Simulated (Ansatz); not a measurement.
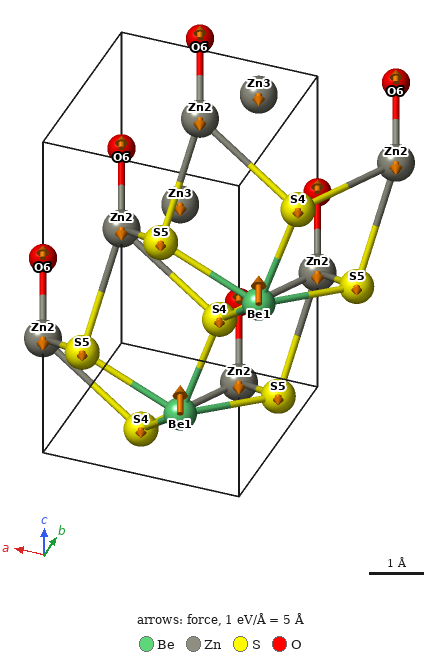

Starting geometry of crystalline BeZn2S2O (a generated structure, set up in P4mm) with the computed forces as orange arrows. A ball-and-stick model of the cell of the calculation, repeated 1 × 2 × 1 with one cell outlined, seen from a free direction.

These are results of DFT PBE, scalar-relativistic, plane waves, PAW in Ansatz, not measurements.

Input
```yaml
crystal:
  lattice:
    - [3.9562370048, 0.0, 0.0]
    - [0.0, 3.9562370048, 0.0]
    - [0.0, 0.0, 7.0270759636]
  atoms:
    - { symbol: Be, position: [0.5, 0.5, 0.0194347853] }
    - { symbol: Zn, position: [0.0, 0.0, 0.3680523544] }
    - { symbol: Zn, position: [0.5, 0.5, 0.693154875] }
    - { symbol: S, position: [0.5, 0.0, 0.1465934571] }
    - { symbol: S, position: [0.0, 0.5, 0.1465934571] }
    - { symbol: O, position: [0.0, 0.0, 0.6261710411] }
basis:
  ecutwfc: 420
kpoints:
  mp_grid: { grid: [10, 10, 6] }
hamiltonian:
  xc: pbe
scf:
  occupations: { method: gaussian, width: 0.1 }
output:
  forces: true
  stress: true
  eigenvalues: true
  write_density: true
  write_potential: true
  elf: true
  volumetric_format: npy
relax:
  adjacent_minimum: "off"
  f_tol: 0.01
  max_steps: 80
  cell: { stress_tol: 0.05 }
```

Command:
```bash
ansatz run input.yaml --threads 1 --pin off --max-ram 2560MiB --backend cpu --events-out ev --progress --plain --runs-dir out
```

### Is this structure relaxed? If not, where do the atoms go?

It isn't relaxed: the largest force vector, on Be1, is 0.13 eV/Å. The atoms end up moving mostly along the starting forces (cosine between the two patterns 0.97). Be1 moves most relative to the cell: 0.071 Å along +c. By element the largest moves are Be 0.071 Å, Zn 0.050 Å, O 0.038 Å, S 0.016 Å. The volume changes by −0.2 %, with a = b 3.956 → 4.009 Å (+1.3 %), c 7.027 → 6.827 Å (−2.9 %). Among the contacts that change: Be1–S4 2.171 → 2.151 Å, Zn2–O6 1.814 → 1.826 Å, Zn2–S4 2.517 → 2.505 Å. Among the angles between lasting bonds that change: S4–Be1–S4 131.4° → 137.4°, Be1–S5–Be1 131.4° → 137.4°, S4–Zn2–S4 103.6° → 106.3°. The space group stays P4mm (No. 99). The energy falls by 1.9 meV per atom in 5 accepted moves (6 points after the start). The largest force component goes from 0.13 to 0.0059 eV/Å. The pressure goes from 0.03 to 0.01 GPa. The SCF was repeated once at an unchanged geometry on a basis and grid sized afresh for the cell, which shifted the energy by 0.1 meV per atom at most. Cost: 4.3 min on 1 thread of Intel(R) Xeon(R) Processor @ 2.70GHz (shared host), peak memory 0.53 GiB.
